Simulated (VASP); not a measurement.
Band structure of MgTe (space group P6_3mc). These are PBEsol GGA, VASP's PBE PAW potentials (set 64) (plane waves; VASP) values and carry that method's errors.

Unless said otherwise, spin-orbit coupling is left out, though it shifts the bands of the heavy elements here.

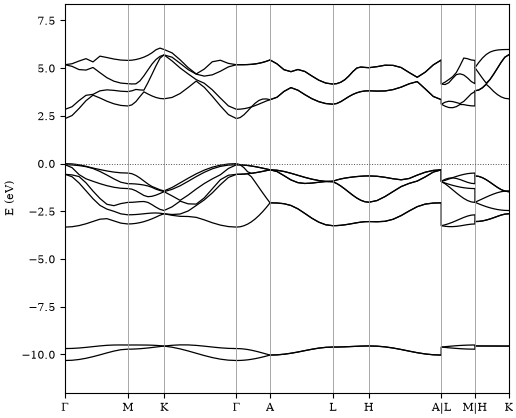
Bands along high-symmetry lines, zero at the valence-band maximum or, without a gap, the Fermi level

### Question
Read the plot: is there a gap, and where are the band edges?

### Answer
The gap is direct, 2.36 eV, from the valence maximum at Γ to the conduction minimum at Γ. (Edges off the drawn lines would not show.)

The structure comes from a measured MgTe entry (P6_3mc) of the Crystallography Open Database, whose conditions weren't checked. It was relaxed first.
